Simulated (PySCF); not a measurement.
SMILES F/C=C\C=C at its CAM-B3LYP/def2-SVP optimised geometry (Å):

```
10

C      1.8136    -0.6146     0.0000
C      0.4780    -0.6146     0.0000
C     -0.3411     0.5916     0.0000
C     -1.6730     0.5928    -0.0003
F     -2.3840    -0.5355    -0.0008
H      2.3840     0.3189     0.0001
H      2.3828    -1.5462     0.0000
H     -0.0638    -1.5648     0.0000
H      0.1560     1.5648     0.0003
H     -2.3019     1.4863    -0.0003
```

Calculation: CAM-B3LYP/def2-TZVP in PySCF 2.14.0.

Map of the log10 of the electron density (e/bohr³), floored at −4 on the plane z = 1.2 Å:

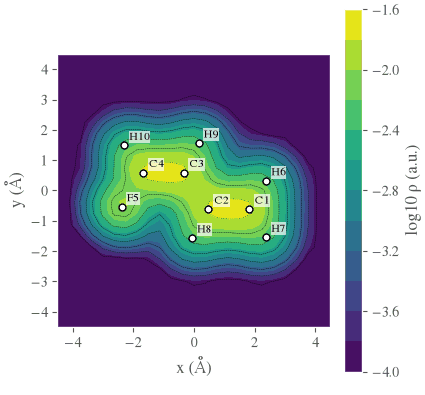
Fig. 1. Log10 of the electron density (e/bohr³), floored at −4 on the plane z = 1.2 Å.
